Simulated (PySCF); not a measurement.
C6H12, SMILES `C1CCCCC1`.

Method: B3LYP/def2-SVP; geometry: GFN2-xTB; program: PySCF. No frequency check shows the geometry to be a minimum.

Input

```python
import numpy as np
from pyscf import gto, scf, dft
from pyscf.prop import nmr
from pyscf.data import nist

def solve(mol, dm0=None, hcore=None):
    mf = (dft.UKS if mol.spin else dft.RKS)(mol, xc='b3lyp')
    mf.grids.level = 3
    mf.conv_tol, mf.max_cycle = 1e-8, 80
    if hcore is not None:
        mf.get_hcore = lambda *args: hcore
    mf.kernel(dm0)
    if not mf.converged:
        mf = mf.newton().run(mf.mo_coeff, mf.mo_occ, max_cycle=30)
    assert mf.converged, 'SCF not converged'
    return mf

mol = gto.M(atom='''
C     -1.41307    -0.31302     0.24161
C     -0.43546    -1.38026    -0.24161
C      0.97762    -1.06724     0.24161
C      1.41307     0.31301    -0.24161
C      0.43545     1.38026     0.24161
C     -0.97761     1.06725    -0.24161
H     -1.44489    -0.32010     1.33381
H     -2.41814    -0.53571    -0.12360
H     -0.74522    -2.36199     0.12360
H     -0.44529    -1.41135    -1.33381
H      0.99966    -1.09126     1.33381
H      1.67300    -1.82632    -0.12360
H      2.41816     0.53561     0.12360
H      1.44491     0.32004    -1.33381
H      0.74514     2.36202    -0.12360
H      0.44523     1.41137     1.33381
H     -0.99961     1.09131    -1.33381
H     -1.67294     1.82638     0.12360
''', basis='def2-svp', charge=0, spin=0, verbose=4)
mf = solve(mol)
vxc = nmr.rks.get_vxc_giao  # smaller grid blocks
nmr.rks.get_vxc_giao = lambda *a, **k: vxc(*a, **{**k, 'max_memory': 300})
calc = nmr.RKS(mf)
calc.cphf = True
nuclei = calc.kernel()
mo1 = calc.mo10
# ring centres and points 1 angstrom above and below them
points = np.array([
    [0.0000, 0.0000, 0.0000],
    [0.0000, 0.0000, 1.0000],
    [0.0000, 0.0000, -1.0000],
]) / nist.BOHR
mol.atom_coord = lambda i, unit='Bohr': points[i]
idx = range(len(points))
sigma = (calc.dia(shielding_nuc=idx) + calc.para(mo10=mo1, shielding_nuc=idx)[0]) * nist.ALPHA**2 * 1e6
for p, t in zip(points, sigma):
    print('NICS at %8.4f %8.4f %8.4f  %8.2f ppm' % (*(p * nist.BOHR), -t.trace() / 3))
occ = mf.mo_coeff[:, mf.mo_occ > 0]
dm1 = np.array([mf.mo_coeff @ (2 * x) @ occ.T for x in mo1])
np.savez('result.npz', sigma=sigma, nuclei=nuclei, dm0=mf.make_rdm1(), dm1=dm1, e=mf.e_tot, eps=mf.mo_energy, occ=mf.mo_occ)
```

Command:

```sh
OMP_NUM_THREADS=1 python input.py
```

The run took 83 s on 1 thread of Intel(R) Xeon(R) Platinum 8375C CPU @ 2.90GHz (Ice Lake), on a shared host, peak memory 1.1 GiB.

The script gives the values at the ring points; maps and scans were evaluated afterwards from its response orbitals, outside that time.

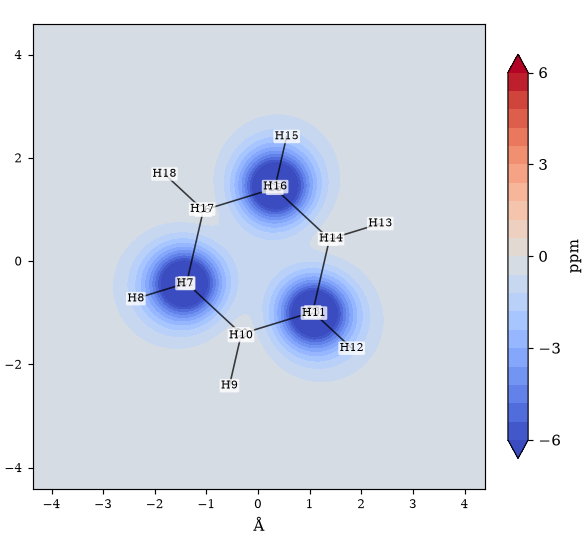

Isotropic NICS 1.7 Å above the plane of the 6-membered ring C1/C2/C3/C4/C5/C6; GIAO shieldings; atoms are projected onto the map; negative values mean shielding.

Is the ring aromatic by this magnetic criterion?

It is neither clearly shielded nor deshielded above its centre; its σ bonds alone give such values, so they don't measure π aromaticity: NICS(0) = −1.1, NICS(1) = −1.7, NICS(1)zz = +3.4 ppm.

What absolute proton shieldings does the same calculation give?

From 30.2 ppm (H8, H9, H12, H13, H15 and H18) to 30.8 ppm (H7, H10, H11, H14, H16 and H17).
